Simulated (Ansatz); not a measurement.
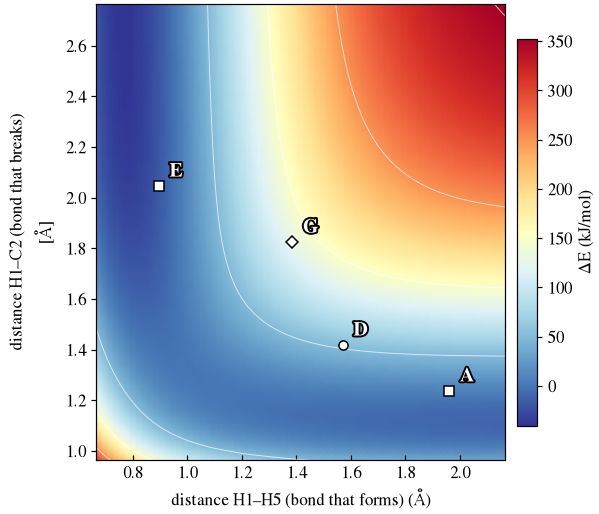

The reacting system C₂H₇O (fragments C₂H₆O + H where the first distance is long, H₂ + C₂H₅O where the second is long), spin multiplicity 2. Coordinates scanned: (1) distance H1–H5 (bond that forms); (2) distance H1–C2 (bond that breaks). Relaxed at each point: all other coordinates. The scan uses a 10 × 10 grid. Points are written as (first, second). Energies are in kJ/mol, from a guessed transition structure relaxed with its forming and breaking bonds held. In part of the range the unrestricted reference is strongly spin-contaminated. Theory: Ansatz, UKS PBE0-D4/def2-SVP.

In the figure: a smooth colour map with a few white contour lines, lettered points. Between grid points the surface is interpolated.

**Is A the lowest point of the computed grid?**

No. A lies 48 kJ/mol above the lowest grid point, which is at (0.762 Å, 2.763 Å).

**What kind of point is each of A, D, E, G: minimum, saddle, maximum or slope?**

A: on a slope; D: on a slope; E: on a slope; G: on a slope. (In these two coordinates alone; a stationary point may lie a little off the grid point.)
